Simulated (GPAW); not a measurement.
Consider NaWO3 (Pm-3m).

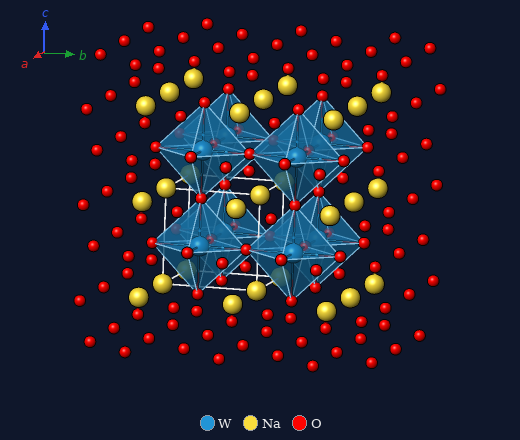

The structure (tungsten blue, sodium yellow, oxygen red). 2×2×2 cells are drawn. Some periodic images of atoms are drawn too.

```cif
data_structure
_symmetry_space_group_name_H-M 'P 1'
_symmetry_Int_Tables_number 1
_cell_length_a 3.8600
_cell_length_b 3.8600
_cell_length_c 3.8600
_cell_angle_alpha 90.000
_cell_angle_beta 90.000
_cell_angle_gamma 90.000
_cell_volume 57.51
loop_
_atom_site_label
_atom_site_type_symbol
_atom_site_fract_x
_atom_site_fract_y
_atom_site_fract_z
_atom_site_occupancy
W1 W 0.50000 0.50000 0.50000 1
Na2 Na 0.00000 0.00000 0.00000 1
O3 O 0.50000 0.00000 0.50000 1
O4 O 0.00000 0.50000 0.50000 1
O5 O 0.50000 0.50000 0.00000 1
```

Absorber: atom 3, with 2 W at 1.93 Å (linear, site symmetry 4/mmm). Method: GPAW, LDA, excited-electron core hole (neutral cell), 10-atom cell with 5.5 Å between holes, 8×8×8 k points, dipole transitions, Gaussian full width 0.9 eV up to 4 eV, rising linearly to 3.5 eV at 25 eV, without spin-orbit coupling.

The database entry behind the starting cell is an old determination (1949), so it need not match the best structure at ambient conditions.

Predict the near-edge structure at the O K edge.

Main maxima up to 24 eV above the zero (height): 0.6 eV (1.63), 4.8 eV (1.55), 7.1 eV (2.05), 11.0 eV (1.58) and 20.1 eV (1.00). A K edge sees empty p states; the first features are O p mixed into the empty d states of the W neighbours, and the broad ones above probably into the cations' higher empty bands. The total-energy difference is 535.06 eV. One term is added: -8.83 eV, since the hole is spin-paired here and a spin-polarised one costs that much less in the free atom (computed apart). The photon energy is then 526.23 eV. The functional leaves an error in such absolute values: in the free atom LDA prices this hole 4.1 eV below PBE (computed apart), and PBE is itself good to a few eV.

The O K spectrum (energy from the lowest empty level; intensity scaled to a mean of 1 over the first 20 eV):

```tsv
E (eV)	intensity
-2.0	0.00
-0.5	0.10
1.0	1.31
2.5	0.39
4.0	1.04
5.5	1.29
7.0	2.05
8.5	1.67
10.0	1.13
11.5	1.44
13.0	0.63
14.5	0.34
16.0	0.35
17.5	0.52
19.0	0.88
20.5	0.98
22.0	0.67
23.5	0.36
25.0	0.27
26.5	0.32
28.0	0.49
29.5	0.67
31.0	0.81
```

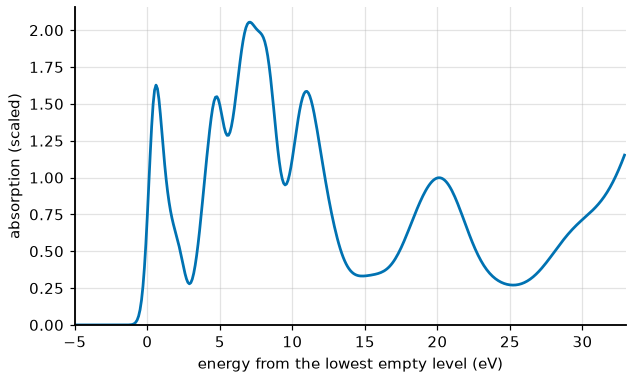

The O K edge.

The primitive cell holds an odd number of electrons, so a spin-paired run has to come out metallic; that is right for a metal, but some such compounds are magnetic or distorted insulators. The holes are only 5.5 Å apart, so the shape is probably not converged with cell size; no larger cell was run here. The structure is a published determination, not relaxed.

[Banner, clock and machine lines of the logs are left out without a mark of their own.]

[Logs are printed without paths, hosts, clocks, repeated set-up lines and the standing remarks that a program may print on its own settings, such as how far it seeks lower states.]

[Hosts, paths, dates, database ids (printed as entryN), source tags and the programs' standing remarks are cut or masked in the printed files.]

[Lists of maxima count a maximum above −3 eV only where it reaches 4 % of the highest in the window and stands out from its surroundings by 2 % of it (1.5 % where it reaches 55 %); shoulders and weaker maxima are passed over, and of the rest the first, up to two pre-edge ones and the few strongest are named.]
